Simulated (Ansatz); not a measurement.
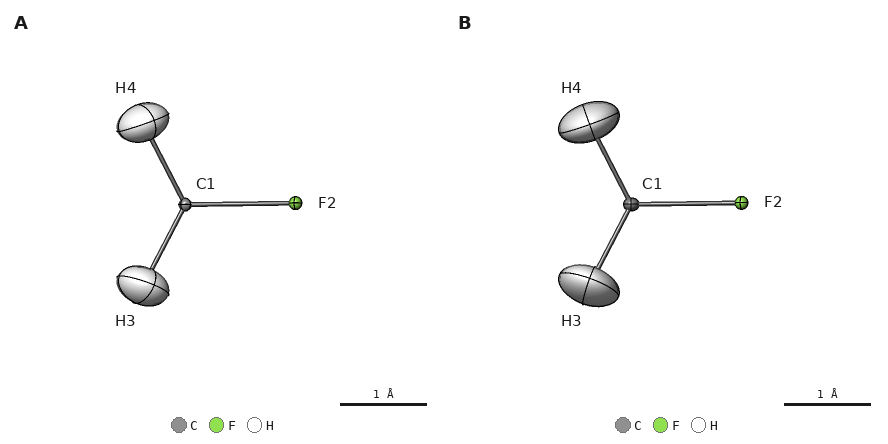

Displacement ellipsoids at the 50 % level, scaled by 2, from the internal vibrations of the free molecule (harmonic, no overall translation or rotation; no half-axis is drawn under 0.075 Å). The species is neutral and a spin doublet. Vibrations computed with UKS PBE0-D4/def2-TZVP (Ansatz 0.2.0). One panel is for 100 K, the other for 900 K.

Question: Which panel is for 900 K?

Answer: B.

Question: How much does the mean-square displacement of H3 grow, and why?

Answer: U_eq goes from 0.0095 to 0.0170 Å², a factor of 1.8. Modes below kT (626 cm⁻¹ at 900 K) grow about in proportion to T, and the lowest lies at 515 cm⁻¹; the mean-square amplitude of a mode is its zero-point value times coth(ħω/2kT), which comes close to 1 only above about 3kT.
